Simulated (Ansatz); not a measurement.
# [PH4]+ (SMILES [PH4+]) at 6 levels

We compute a comparison of 6 runs (UHF/3-21G, BHLYP/6-31G, HSE06/6-31G, RPA@PBE/3-21G, RPA@PBE/6-31G, CCSD(T)/3-21G) of [PH4]+. 

The results are computed with Ansatz 0.2.0.

### 1 Starting point

[PH4]+: 5 atoms, total charge +1, spin state singlet. As SMILES, `[PH4+]`. The H3–P1 distance was set to 3.438 Å, away from the relaxed value. At this shape a bond of the SMILES string is far longer than usual.

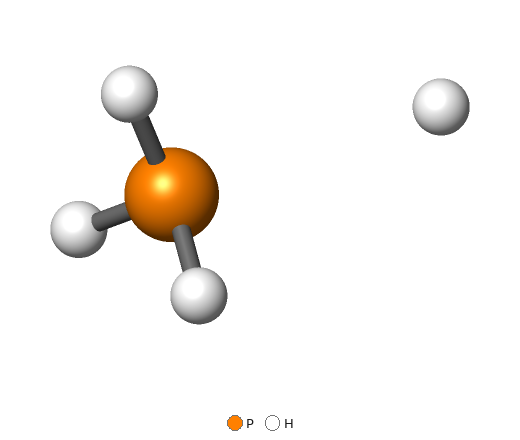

The structure, seen from a chosen angle (phosphorus orange, hydrogen white).

### 2 A single-point energy at UHF/3-21G (run 1)

Contents of in.yaml:

```yaml
crystal:
  periodic: [false, false, false]
  atoms:
    - symbol: P
      position_ang: [0.925931, 1.524077, -1.036391]
    - symbol: H
      position_ang: [2.283411, 1.462747, -0.825991]
    - symbol: H
      position_ang: [-0.617320, -1.016050, 0.691010]
    - symbol: H
      position_ang: [0.664091, 1.390327, -2.379781]
    - symbol: H
      position_ang: [0.447701, 2.735217, -0.594611]
basis:
  gaussian:
    orbitals: 3-21G.json
hamiltonian:
  xc: hf
magnetization:
  spin_polarized: true
  initial_magnetization: 0
total_charge: 1
accuracy: high
```

The basis set 3-21G is read from a file made from the Basis Set Exchange's data (not shown).

Launch:

```
ansatz run in.yaml --threads 1 --pin off --max-ram 2610MiB --events-out events.jsonl --progress --plain --runs-dir runs
```

Standard output:

```text
Warning: RAYON_NUM_THREADS=1 ignored (pool sized by the plan → 1); use --threads N
Functional definition: HF
  name "HF"
  exchange = exact_x
  correlation = 0
403 factors; integrals over basis functions are off by at most 4.8e-9 eV
mean field evaluation 1: about -9270.6472 eV, gradient 1.2e1 eV
mean field evaluation 2: about -9270.6464 eV, gradient 1.2e1 eV
mean field evaluation 4: about -9272.9468 eV, gradient 1.5e0 eV
mean field evaluation 8: about -9273.0071 eV, gradient 1.9e-4 eV
mean field evaluation 16: about -9275.2953 eV, gradient 3.2e0 eV
mean field evaluation 32: about -9275.7951 eV, gradient 4.1e-8 eV
mean field -9275.79505170 eV, -340.8791807902 hartree, gradient 8.3e-8 eV, S^2 0.986789; 2 other end points of the search recorded, 0 dependent functions left out
reference -9275.79505170 eV, -340.8791807902 hartree; 9, 9 occupied and 12, 12 virtual orbitals, 403 factors
Total energy: -9275.79505170 eV, -340.8791807902 hartree
```

Run time: 0.2 s. Hardware: 1 thread of AMD EPYC 7R43 (Zen 3), shared host.

### 3 The energy at BHLYP/6-31G (run 2)

Contents of run.yaml:

```yaml
crystal:
  periodic: [false, false, false]
  atoms:
    - symbol: P
      position_ang: [0.925931, 1.524077, -1.036391]
    - symbol: H
      position_ang: [2.283411, 1.462747, -0.825991]
    - symbol: H
      position_ang: [-0.617320, -1.016050, 0.691010]
    - symbol: H
      position_ang: [0.664091, 1.390327, -2.379781]
    - symbol: H
      position_ang: [0.447701, 2.735217, -0.594611]
basis:
  gaussian:
    orbitals: 6-31G
total_charge: 1
hamiltonian:
  xc: {name: BHLYP}
accuracy: high
```

Launch:

```
ansatz run run.yaml --threads 1 --pin off --max-ram 2610MiB --events-out events.jsonl --progress --plain --runs-dir runs
```

Standard output:

```text
Warning: RAYON_NUM_THREADS=1 ignored (pool sized by the plan → 1); use --threads N
Functional definition: BHLYP
  name "BHLYP"
  parameter a = 0.5
  exchange = (1 - a)*b88_x + a*exact_x
  correlation = lyp_c
461 factors; integrals over basis functions are off by at most 4.1e-9 eV
mean field evaluation 1: about -9334.0337 eV, gradient 2.2e1 eV
mean field evaluation 2: about -9322.8826 eV, gradient 3.9e1 eV
mean field evaluation 4: about -9336.6215 eV, gradient 1.5e1 eV
mean field evaluation 8: about -9338.0976 eV, gradient 3.1e-1 eV
mean field evaluation 16: about -9338.0932 eV, gradient 1.8e-5 eV
mean field -9338.09319102 eV, -343.1685951829 hartree, gradient 1.3e-9 eV, S^2 0.000000; 0 other end points of the search recorded, 0 dependent functions left out
reference -9338.09321507 eV, -343.1685960669 hartree; 9, 9 occupied and 12, 12 virtual orbitals, 461 factors
Total energy: -9338.09321507 eV, -343.1685960669 hartree
```

It took 0.77 s on 1 thread of AMD EPYC 7R43 (Zen 3), shared host; peak memory 0.1 GiB.

Run 3 isn't shown in full; the table further down has it.

### 4 The energy at RPA@PBE/3-21G (run 4)

Contents of job.yaml:

```yaml
crystal:
  periodic: [false, false, false]
  atoms:
    - symbol: P
      position_ang: [0.925931, 1.524077, -1.036391]
    - symbol: H
      position_ang: [2.283411, 1.462747, -0.825991]
    - symbol: H
      position_ang: [-0.617320, -1.016050, 0.691010]
    - symbol: H
      position_ang: [0.664091, 1.390327, -2.379781]
    - symbol: H
      position_ang: [0.447701, 2.735217, -0.594611]
basis:
  gaussian:
    orbitals: 3-21G.json
total_charge: 1
hamiltonian:
  xc: pbe
correlation:
  method: rpa
  frozen_orbitals: {H: 0, P: 5}
accuracy: high
```

The basis set 3-21G is read from a file made from the Basis Set Exchange's data (not shown).

Launch:

```
ansatz run job.yaml --threads 1 --pin off --max-ram 2610MiB --events-out events.jsonl --progress --plain --runs-dir runs
```

Standard output, shortened:

```text
Warning: RAYON_NUM_THREADS=1 ignored (pool sized by the plan → 1); use --threads N
Functional definition: PBE
  name "PBE"
[...]
403 factors; integrals over basis functions are off by at most 4.8e-9 eV
[...]
mean field -9288.02557118 eV, -341.3286440909 hartree, gradient 1.6e-8 eV, S^2 0.000000; 1 other end points of the search recorded, 0 dependent functions left out; unrestricted orbitals would lower it
unrestricted determinant -9275.79505170 eV, -340.8791807902 hartree, S^2 0.9868
5 core orbitals not correlated: weight in the atoms' cores, before any rotation towards them, 1.000 or more for the frozen orbitals, at most 0.000 for the correlated occupied ones
reference -9272.53685175 eV, -340.7594441507 hartree; 4, 4 occupied and 12, 12 virtual orbitals, 403 factors
Total energy: -9279.09085866 eV, -341.0002994619 hartree
```

Wall time 1.6 s (1 thread of AMD EPYC 7R43 (Zen 3), shared host); peak memory 0.11 GiB.

Run 5 isn't shown in full; the table further down has it.

### 5 The energy at CCSD(T)/3-21G (run 6)

Changes to in.yaml since step 2:

```diff
@@ -1 +1,3 @@
+basis:
+  gaussian: {orbitals: 3-21G.json}
 crystal:
@@ -13,11 +15,5 @@
       position_ang: [0.447701, 2.735217, -0.594611]
-basis:
-  gaussian:
-    orbitals: 3-21G.json
-hamiltonian:
-  xc: hf
-magnetization:
-  spin_polarized: true
-  initial_magnetization: 0
 total_charge: 1
+correlation: {method: ccsd_t, frozen_orbitals: {H: 0, P: 5}}
 accuracy: high
+scf: {omitted_lower_state_checks: [cluster_reference, increment]}
```

The basis set 3-21G is read from a file made from the Basis Set Exchange's data (not shown).

Launch:

```
ansatz run in.yaml --threads 1 --pin off --max-ram 2610MiB --events-out events.jsonl --progress --plain --runs-dir runs
```

Standard output, shortened:

```text
Warning: RAYON_NUM_THREADS=1 ignored (pool sized by the plan → 1); use --threads N
[... 2 set-up lines as earlier in the session ...]
[...]
403 factors; integrals over basis functions are off by at most 4.8e-9 eV
[...]
mean field -9273.00710013 eV, -340.7767254599 hartree, gradient 2.2e-8 eV, S^2 0.000000; 0 other end points of the search recorded, 0 dependent functions left out; unrestricted orbitals would lower it
5 core orbitals not correlated: weight in the atoms' cores, before any rotation towards them, 1.000 or more for the frozen orbitals, at most 0.000 for the correlated occupied ones
reference -9273.00710013 eV, -340.7767254599 hartree; 4, 4 occupied and 12, 12 virtual orbitals, 403 factors
second order -2.96954840 eV of doubles, -0.00000000 eV of singles
cycle   1  -2.99351618 eV  change   -7.8e-1 eV  update   1.4e-1
[...]
cycle  26  -4.72218280 eV  change   2.9e-10 eV  update  2.1e-10
perturbative correction -0.32055513 eV, -0.0117801838 hartree
WARN: these amplitudes may be one of several solutions (largest doubles amplitude 0.81, level shift 4.75 eV)
Total energy: -9278.04983807 eV, -340.9620426609 hartree
Checks for a lower state left out: cluster_reference, increment
```

It took 0.18 s on 1 thread of AMD EPYC 7R43 (Zen 3), shared host.

### 6 Overview of the runs

```
run          level  frozen core orbitals  energy (Eh)  wall time
  1      UHF/3-21G                     –  -340.879181      0.2 s
  2    BHLYP/6-31G                     –  -343.168596     0.77 s
  3    HSE06/6-31G                     –  -343.050688     0.97 s
  4  RPA@PBE/3-21G                     5  -341.000299      1.6 s
  5  RPA@PBE/6-31G                     5  -342.692499      1.4 s
  6  CCSD(T)/3-21G                     5  -340.962043     0.18 s
```

### 7 What came out

```
                                          quantity          value
                               run 6: total energy  -340.96204 Eh
run 6: correlation energy (5 core orbitals frozen)     -185.3 mEh
                             run 6: (T) correction     -11.78 mEh
                              run 6: T1 diagnostic          0.130
```

In words: Totals of different functionals can't be ranked against each other. In run 6 the T1 diagnostic is large, so a single reference may not serve. In runs 4, 5, 6 the log says that unrestricted orbitals would lower the reference, so the values rest on an unstable closed-shell determinant (other closed-shell runs at this shape may share the fault). Spin contamination of the reference: run 1 ⟨S²⟩ = 0.99. Where it is this large, the reference is a mixture of spin states, and values that rest on it are in doubt. All runs together took 5.1 s, the longest 1.6 s.
